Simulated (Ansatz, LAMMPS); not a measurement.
# Relaxing a frame of liquid mixture of dimethyl sulfoxide and formic acid from 300 K (235 atoms), part 3 of 3

Aim: bring a frame of liquid mixture of dimethyl sulfoxide and formic acid from 300 K (235 atoms) to a nearby minimum of the energy and see what moves.

Ansatz 0.2.0; Kohn-Sham DFT, PBEsol, PAW (set soft_2), plane waves.

The cell: 47 C, 20 S, 34 O and 134 H. The network of contacts between molecules at the start is that of the classical potential that made the cell. The functional has no dispersion term. The density was typed from a rule of thumb and may lie off the real one at this temperature. Only the Γ point is sampled, in a cell whose shortest periodic width is 14 Å.

So far, density (g/cm³): step 5 (local order after relaxation) 1.12.

**6. Single point at the relaxed geometry**

The electronic structure is read at the final geometry, in a run of its own.

Input file input.yaml:

```yaml
crystal:
  lattice:
    - [14.08936, 0.0, 0.0]
    - [0.0, 14.08936, 0.0]
    - [0.0, 0.0, 14.08936]
  atoms:
    - { symbol: C, position: [0.02763, 0.79875, 0.43299] }
    - { symbol: S, position: [0.07295, 0.90343, 0.37603] }
    - { symbol: C, position: [0.98606, 0.98408, 0.42262] }
    - { symbol: O, position: [0.05384, 0.89385, 0.27106] }
    - { symbol: H, position: [0.03876, 0.80639, 0.50999] }
    - { symbol: H, position: [0.9515, 0.7911, 0.41711] }
    - { symbol: H, position: [0.06787, 0.73726, 0.40639] }
    - { symbol: H, position: [0.91507, 0.95519, 0.40737] }
    - { symbol: H, position: [0.99752, 0.99006, 0.49979] }
    - { symbol: H, position: [0.99593, 0.05361, 0.38825] }
    - { symbol: C, position: [0.646, 0.57926, 0.96633] }
    - { symbol: S, position: [0.56592, 0.51566, 0.04163] }
    - { symbol: C, position: [0.62747, 0.53743, 0.15113] }
    - { symbol: O, position: [0.57896, 0.41168, 0.01797] }
    - { symbol: H, position: [0.61651, 0.58008, 0.89405] }
    - { symbol: H, position: [0.65354, 0.65213, 0.99379] }
    - { symbol: H, position: [0.71466, 0.54196, 0.96741] }
    - { symbol: H, position: [0.62787, 0.6149, 0.16298] }
    - { symbol: H, position: [0.58938, 0.50047, 0.2085] }
    - { symbol: H, position: [0.70049, 0.5101, 0.14452] }
    - { symbol: C, position: [0.25971, 0.82113, 0.55155] }
    - { symbol: S, position: [0.37831, 0.85071, 0.5161] }
    - { symbol: C, position: [0.42818, 0.73452, 0.53097] }
    - { symbol: O, position: [0.4202, 0.9135, 0.59244] }
    - { symbol: H, position: [0.23199, 0.77093, 0.49845] }
    - { symbol: H, position: [0.25876, 0.79042, 0.62347] }
    - { symbol: H, position: [0.21795, 0.88705, 0.54977] }
    - { symbol: H, position: [0.38887, 0.68571, 0.48429] }
    - { symbol: H, position: [0.50281, 0.73737, 0.50839] }
    - { symbol: H, position: [0.42251, 0.71301, 0.60588] }
    - { symbol: C, position: [0.69234, 0.31928, 0.61238] }
    - { symbol: S, position: [0.81799, 0.3329, 0.62761] }
    [... 197 atom lines left out ...]
    - { symbol: H, position: [0.13741, 0.90318, 0.73662] }
    - { symbol: O, position: [0.08104, 0.33369, 0.56516] }
    - { symbol: C, position: [0.09551, 0.24298, 0.55577] }
    - { symbol: O, position: [0.1219, 0.1903, 0.62027] }
    - { symbol: H, position: [0.09363, 0.35514, 0.63684] }
    - { symbol: H, position: [0.08104, 0.21715, 0.48259] }
kpoints:
  mp_grid: { grid: [1, 1, 1] }
hamiltonian:
  xc: pbesol
scf:
  occupations: { method: fixed }
output:
  forces: true
  stress: true
  populations: true
  dos:
    method: { smearing: { sigma: 0.15 } }
    de: 0.1
    projected: { site_lists: { C: [C], H: [H], O: [O], S: [S] } }
  eigenvalues: true
  write_density: true
  write_potential: true
  volumetric_format: npy
```

Run with:

```
ansatz run input.yaml --threads 4 --pin off --max-ram 8192MiB --backend cpu --events-out ev --progress --plain --runs-dir out
```

Numbers of over 12 decimals in the logs are rounded to 6 here.

The log of the run:

```text
[...]
Crystal: 235 atoms, lattice volume = 2796.880 Å³
Basis set: ecut = 420 eV, 54795 PW (Γ), exchange–correlation on 192×192×192 points (8 copies of the dense FFT grid, shifted against one another)
Bands: 558, of which v1, the nominal top of the filled ones, is band 323 counted from 1 (322 counted from 0)
Symmetry: 1 space group operations
[...]
k-points: 1
[...]
SCF iter   1: F=—  HF=-50458.275001 eV  |F-HF|=—  |Δ(HF+E_count)|=         —  Δρ=6.64e-3  dr2=1.34e0  ethr=1.77e-3  ⟨swp⟩=5.0  Hψ=2026  notcnv=0  defer=232
[...]
SCF iter  11: F=-50457.992967 eV  HF=-50457.992967 eV  |F-HF|=7.49e-10  |Δ(HF+E_count)|=   1.01e-7  Δρ=1.26e-6  dr2=4.70e-8  ethr=1.55e-11  ⟨swp⟩=22.0  Hψ=5477  notcnv=0
SCF 1 converged in 11 iterations: F = -50457.992967 eV  dr2 = 4.70e-8
[...]
WARN: The input density's exchange-correlation potential varies sharply where the density is thin. Do not read a vacuum level from v_tot or v_xc, or from such a field of the output density. On a cell that repeats whose density bears no net charge and no dipole along the vacuum's axis use v_es (v_loc + v_h of the components); [...]
SCF converged after 11 iterations
Free energy (F): -50457.992967 eV
[...]
Internal energy: -50457.992967 eV  (E = F + TS)
E sigma→0 (E₀):  -50457.992967 eV
Fermi energy:    -0.122209 eV
[...]
--- Forces (eV/Å), atoms counted from 1 ---
  atom   1  C     -0.00177885     0.00094880     0.00147260
  atom   2  S     -0.00971233    -0.00370204    -0.00239724
  atom   3  C     -0.00710879     0.00059605     0.01090092
  atom   4  O      0.00310810     0.00280447     0.00641354
  atom   5  H     -0.00035678    -0.00038888    -0.00294019
  atom   6  H      0.00202173    -0.00192049    -0.00102148
  atom   7  H      0.00084677    -0.00084831     0.00063869
  atom   8  H      0.01519251     0.00180414     0.00992353
  atom   9  H      0.00065856     0.00057149    -0.01841902
  atom  10  H     -0.00425192    -0.00748104     0.00434388
  atom  11  C      0.00429097     0.00943068    -0.00298096
  atom  12  S     -0.00064598    -0.00579482     0.00185982
  atom  13  C      0.00534237     0.00298992    -0.00115097
  atom  14  O     -0.00154409    -0.00013904     0.00030608
[...]
atom 234  H      0.00029179    -0.00034200    -0.00330924
  atom 235  H      0.00034268    -0.00049719     0.00002788
  max |Σ_I F_I| component: 9.43e-5 eV/Å
--- Stress (GPa, compression-positive) ---
        0.010221      -0.002295      -0.042602
       -0.002295       0.102890       0.022471
       -0.042602       0.022470       0.000859
  P = ⅓ Tr σ = 0.0380 GPa (0.380 kbar)
--- Band table (eV) ---
[...]
--- Löwdin populations: 235 sites ---
  site symbol       q [e]
     0      C      4.6095
     1      S      4.8113
     2      C      4.6119
[...]
234      H      0.8331
  spilling = 0.016930 (of n_electrons = 646.000000)
```

Elapsed: 57 s, on 4 threads of AMD EPYC 7R43, shared host; peak memory 4.1 GiB; 3.6 min of CPU time.

The program notes that the exchange-correlation potential is rough where the density is thin.

Numbers from this run:

* free energy: -50457.9930 eV
* free energy per atom: -214.7149 eV/atom
* SCF cycles: 11
* pressure: 0.03799 GPa
* r.m.s. force component: 0.00371 eV/Å
* longest force: 0.02869 eV/Å
* Fermi energy: -0.1222 eV
* gap (highest filled to lowest empty level): 3.467 eV
* spilling of the projection: 0.01693

Löwdin charges by element and coordination (they lack the spilled electrons, 0.047 e an atom on average):

| element | coordination | atoms | mean charge (e) | spread | least | most |
| --- | --- | --- | --- | --- | --- | --- |
| C | all | 47 | -0.456 | 0.374 | -0.624 | 0.445 |
| C | 3 | 7 | 0.438 | 0.0047 | 0.431 | 0.445 |
| C | 4 | 40 | -0.613 | 0.0064 | -0.624 | -0.598 |
| H | all | 134 | 0.223 | 0.038 | 0.158 | 0.378 |
| O | all | 34 | -0.627 | 0.174 | -0.794 | -0.388 |
| O | 1 | 27 | -0.681 | 0.155 | -0.794 | -0.406 |
| O | 2 | 7 | -0.418 | 0.0163 | -0.444 | -0.388 |
| S | all | 20 | 1.19 | 0.0068 | 1.18 | 1.21 |

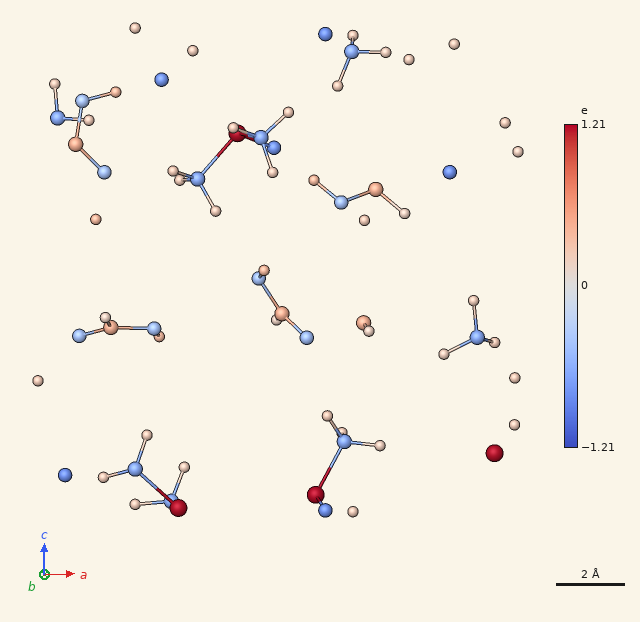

Atoms coloured by Löwdin charge. Drawn is a slice 4 Å thick, seen along the normal of the ac plane. Bonds to atoms that aren't drawn are left out.

Density of states as counts of states in windows of 1 eV (from the Fermi level), total and the larger projections:

| from (eV) | to (eV) | total | C p | O p | H s | S p | C s |
| --- | --- | --- | --- | --- | --- | --- | --- |
| -18 | -16 | 0.0 | 0.0 | 0.0 | 0.0 | 0.0 | 0.0 |
| -16 | -15 | 4.7 | 0.3 | 0.0 | 0.7 | 0.6 | 1.4 |
| -15 | -14 | 35.3 | 1.8 | 0.1 | 5.8 | 4.7 | 11.5 |
| -14 | -13 | 0.1 | 0.0 | 0.0 | 0.0 | 0.0 | 0.0 |
| -13 | -12 | 39.6 | 0.2 | 0.2 | 12.5 | 5.0 | 21.0 |
| -12 | -11 | 4.1 | 0.3 | 1.6 | 0.9 | 0.1 | 0.8 |
| -11 | -10 | 11.2 | 1.4 | 4.4 | 2.3 | 0.1 | 1.9 |
| -10 | -9 | 39.0 | 6.8 | 2.8 | 8.4 | 1.1 | 6.6 |
| -9 | -8 | 1.7 | 0.3 | 0.8 | 0.3 | 0.0 | 0.1 |
| -8 | -7 | 15.6 | 4.7 | 6.1 | 2.7 | 0.5 | 0.4 |
| -7 | -6 | 88.4 | 34.5 | 17.6 | 15.6 | 14.6 | 0.7 |
| -6 | -5 | 80.6 | 35.4 | 16.3 | 14.9 | 10.1 | 0.5 |
| -5 | -4 | 88.6 | 40.7 | 15.3 | 23.0 | 6.2 | 0.2 |
| -4 | -3 | 59.2 | 14.9 | 20.3 | 10.2 | 10.4 | 0.2 |
| -3 | -2 | 24.6 | 1.9 | 20.5 | 0.7 | 0.8 | 0.1 |
| -2 | -1 | 49.0 | 6.6 | 36.2 | 2.2 | 1.4 | 0.8 |
| -1 | 0 | 35.1 | 3.2 | 19.3 | 1.6 | 7.3 | 0.4 |
| 0 | 1 | 1.3 | 0.1 | 0.7 | 0.0 | 0.3 | 0.0 |
| 1 | 3 | 0.0 | 0.0 | 0.0 | 0.0 | 0.0 | 0.0 |
| 3 | 4 | 10.4 | 5.1 | 3.5 | 0.2 | 0.5 | 0.1 |
| 4 | 5 | 58.9 | 8.0 | 6.2 | 7.6 | 17.6 | 4.1 |

With fixed occupations the program's Fermi level is the highest filled level; weight inside the gap is the broadening of levels at its edges.

Between -24 and -18 eV lie 68 more states.

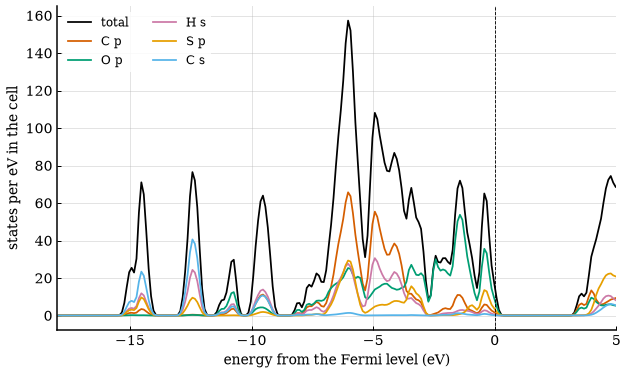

Total and projected density of states, with the broadening of the input.

The levels nearest the highest filled one (over half full), pooled over k-points and spins:

| level less the highest filled one (eV) | occupation |
| --- | --- |
| -0.312 | 2 |
| -0.300 | 2 |
| -0.224 | 2 |
| -0.216 | 2 |
| -0.0681 | 2 |
| 0 | 2 |
| 3.47 | 0 |
| 3.62 | 0 |
| 3.85 | 0 |
| 3.95 | 0 |
| 3.98 | 0 |
| 4.02 | 0 |

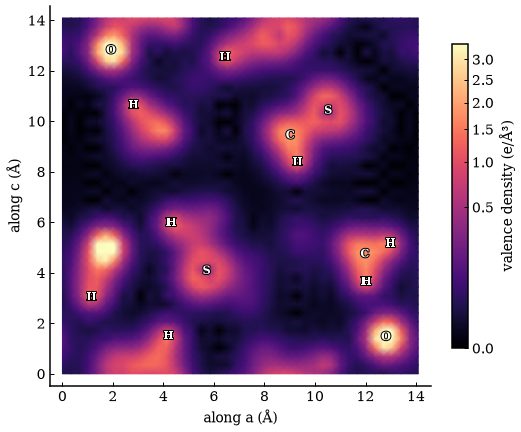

Valence density in the ac plane at fractional y = 0.206, with atoms of C and H and O and S within 0.2 Å of it. It is the smooth field of the valence electrons, not physical close to the nuclei. The map starts off the cell's origin, so that atoms lie inside it. The colour scale is stretched toward low values.

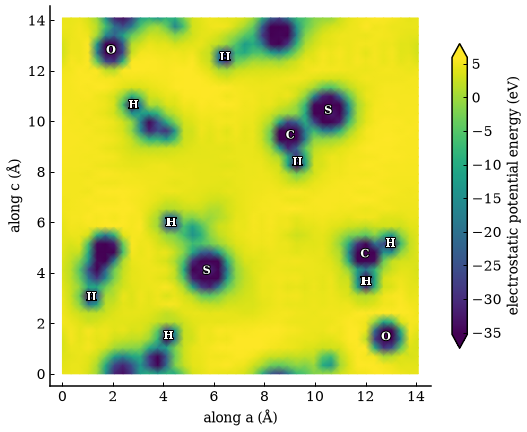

Electrostatic potential energy in the ac plane at fractional y = 0.206, with atoms of C and H and O and S within 0.2 Å of it. With pseudopotentials it is smooth inside the atoms' cores, unlike the true potential. The map starts off the cell's origin, so that atoms lie inside it.

Mean Löwdin charges: C -0.46, H +0.22, O -0.63, S +1.19 e (they miss 1.7 % of the electrons, so they add up to more than the cell's charge). The largest share in the top eV of filled states is O p (57 % of the projected weight), and in the lowest eV of empty states C p (35 % of the projected weight).

Local excerpt of 16 atoms (numbers count through the whole input) about S62, picked at random; x, y, z are measured from there.

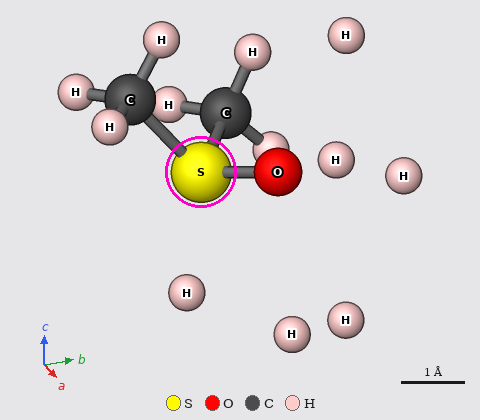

The atoms of the table, within 3.8 Å (arrows a, b, c point along x, y, z); some may hide others; the central atom is ringed.

| atom | x | y | z | distance (Å) | bonds | Löwdin charge (e) |
| --- | --- | --- | --- | --- | --- | --- |
| S62 | 0.00 | 0.00 | 0.00 | 0.00 | 3 | 1.19 |
| O64 | 1.17 | 0.88 | 0.38 | 1.51 | 1 | -0.78 |
| C63 | -0.21 | -1.16 | 1.35 | 1.79 | 4 | -0.61 |
| C61 | -1.50 | 0.95 | 0.28 | 1.79 | 4 | -0.62 |
| H66 | -1.51 | 1.74 | -0.49 | 2.36 | 1 | 0.22 |
| H70 | 0.67 | -1.82 | 1.34 | 2.36 | 1 | 0.22 |
| H69 | -1.12 | -1.75 | 1.18 | 2.39 | 1 | 0.22 |
| H67 | -2.38 | 0.31 | 0.14 | 2.40 | 1 | 0.23 |
| H68 | -0.26 | -0.62 | 2.31 | 2.41 | 1 | 0.21 |
| H65 | -1.49 | 1.40 | 1.29 | 2.41 | 1 | 0.21 |
| H230 | 1.29 | 3.00 | 0.06 | 3.26 | 1 | 0.17 |
| H115 | 1.06 | 2.06 | 2.57 | 3.46 | 1 | 0.22 |
| H5 | -0.10 | 1.63 | -3.13 | 3.53 | 1 | 0.22 |
| H26 | 3.00 | 1.41 | -1.53 | 3.65 | 1 | 0.21 |
| H170 | 3.38 | -1.46 | -0.48 | 3.71 | 1 | 0.22 |
| H90 | 3.31 | 1.09 | 1.47 | 3.78 | 1 | 0.23 |

The column of bonds counts only the pairs H-C within 1.34 Å, H-O within 1.21 Å, C-O within 1.73 Å, C-S within 2.17 Å, O-S within 1.93 Å; other neighbours, such as metal atoms beside each other in a compound, aren't counted, and periodic images can show an atom twice.

**7. Summary of results**

```
energy change in the relaxation                  : -46.9 meV/atom
r.m.s. displacement                              : 1.417 Å
largest displacement                             : 2.855 Å
free energy per atom                             : -214.7149 eV/atom
pressure                                         : 0.03799 GPa
r.m.s. force component                           : 0.00371 eV/Å
gap (highest filled to lowest empty level) : 3.467 eV
wall time of the 3 DFT runs                      : 39 min
```

What this shows: Relaxation lowers the energy by 46.9 meV/atom and moves atoms by 1.4 Å r.m.s.; the r.m.s. force component goes from 0.81 to 0.0037 eV/Å, the pressure goes from 0.52 to 0.038 GPa, and the gap from 3.27 to 3.47 eV. By the final cutoffs no bond was broken or made. First to last step the energy falls by 11.021 eV; the largest move, 2.86 Å, is that of H196. The H-O bonds change most in mean length: from 0.988 Å (spread 0.019) to 1.048 Å (spread 0.014). Counting bonds as in the table, 85 % of C atoms have 4, all H atoms have 1, 79 % of O atoms have 1 and all S atoms have 3 bonded neighbours. The highest filled and lowest empty levels differ by 3.47 eV (at Γ alone); a semilocal functional tends to put such gaps too low. In a disordered cell it changes from sample to sample and from frame to frame.

Caveats: The network of contacts between molecules at the start is that of the classical potential that made the cell; in DFT atoms moved by 1.4 Å r.m.s.

[Logs are printed without paths, hosts, clocks, repeated set-up lines and the standing remarks that a program may print on its own settings, such as how far it seeks lower states.]

[Hosts, paths, dates, database ids (printed as entryN), source tags and the programs' standing remarks are cut or masked in the printed files.]
